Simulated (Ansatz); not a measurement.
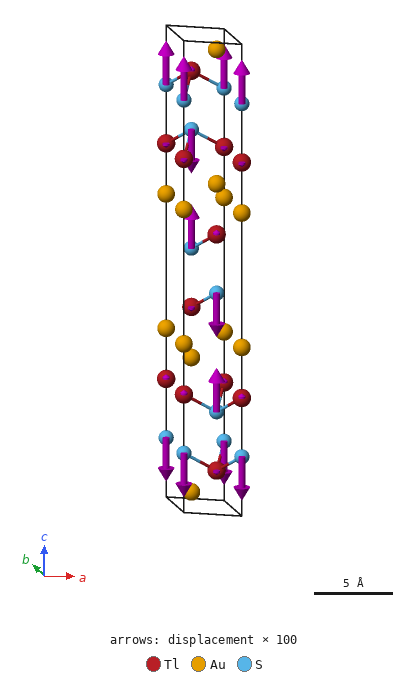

This is a relaxation of crystalline TlAuS (built on the YOF-166 type type). The starting structure is drawn; purple arrows show the displacements (the part carried along by the change of the cell is left out), magnified 100 times.

The picture is a ball-and-stick view of the conventional cell (3 times the calculation's cell), seen slightly off an axis. Lengths and directions refer to the drawn axes.

Level of theory: DFT, r2SCAN+rVV10, plane waves, PAW in Ansatz.

The input:
```yaml
crystal:
  lattice:
    - [1.9252333329, 1.111533983, 10.6127717039]
    - [-1.9252333329, 1.111533983, 10.6127717039]
    - [0.0, -2.223067966, 10.6127717039]
  atoms:
    - { symbol: Tl, position: [0.7496838417, 0.7496838417, 0.7496838417] }
    - { symbol: Tl, position: [0.2503161583, 0.2503161583, 0.2503161583] }
    - { symbol: Au, position: [0.6424423806, 0.6424423806, 0.6424423806] }
    - { symbol: Au, position: [0.3575576194, 0.3575576194, 0.3575576194] }
    - { symbol: S, position: [0.1256988612, 0.1256988612, 0.1256988612] }
    - { symbol: S, position: [0.8743011388, 0.8743011388, 0.8743011388] }
kpoints:
  mp_grid: { grid: [8, 8, 8] }
hamiltonian:
  xc: r2scan
  dispersion: rvv10
scf:
  occupations: { method: fermi_dirac, width: 0.03 }
relax:
  f_tol: 0.01
  cell: {}
  max_steps: 120
```

Command:
```bash
ansatz run input.yaml --threads 2 --pin off --max-ram 29491MiB --backend cpu --events-out ev --progress --plain --runs-dir out
```

Q: Atoms of which element are displaced furthest, and by how much?

A: Sulfur: up to 0.030 Å, against 0.003 Å for thallium.

Q: What did the optimiser do to the structure, and how much energy did it gain?

A: After 4 accepted moves (6 points after the start) the energy has fallen by 9.2 meV per cell of the calculation. Largest force component: 0.096 eV/Å at the start, 0.0064 eV/Å at the end. The pressure goes from 0.75 to 0.02 GPa. The line search rejected the trial step at point 1 of the run. The SCF was repeated once at an unchanged geometry on a basis and grid sized afresh for the cell, which shifted the energy by 0.4 meV per cell of the calculation at most. The largest moves relative to the cell, 0.030 Å, are those of S5 and S6. S5 goes along −c. By element the largest moves are S 0.030 Å, Tl 0.003 Å, Au 0.002 Å. The drawn cell changes as follows: a = b 3.850 → 3.842 Å (−0.2 %), c 31.838 → 32.449 Å (+1.9 %); the volume changes by +1.5 %. Among the contacts that change: Au3–Au4 2.706 → 2.721 Å, Tl1–S5 2.606 → 2.601 Å. The space group stays R-3m (No. 166).
